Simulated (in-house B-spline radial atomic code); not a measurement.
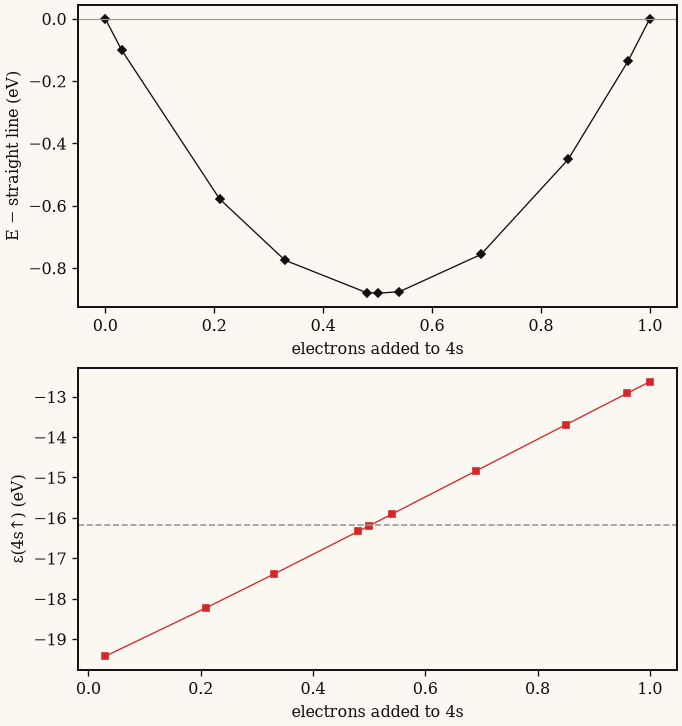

The occupation of the 4s shell is varied from Mn²⁺ ([Ar] 3d5 (high spin)) to Mn⁺ ([Ar] 3d5 4s1 (high spin)), with spherical fractional occupations. The plot shows the total energy less the straight line between the end points, and the eigenvalue of 4s↑ (the dashed line is minus the energy to take the whole electron out). The values are computed.

**Was this Hartree-Fock or a semilocal functional, and how does the plot tell?**

It was a semilocal functional (LDA, GGA or meta-GGA): non-relativistic BP86, spin-polarised, spherical fractional occupations, point nucleus, basis-set limit, computed with an in-house B-spline radial code. The curve is convex (below the straight line), with the largest deviation among the points computed, −0.88 eV, at 0.5. The end points differ by 16.2 eV, the energy to take the electron out. The eigenvalue, which is the slope of the energy (Janak's theorem), moves from −19.4 eV at 0.03 to −12.6 eV at 1; for a straight line it would stay constant, and a parabola would sag by an eighth of this change, scaled to a whole electron, 0.88 eV. Convexity is the delocalisation error: fractional charges are too low in energy. For an s shell Hartree-Fock would as a rule bend the other way.
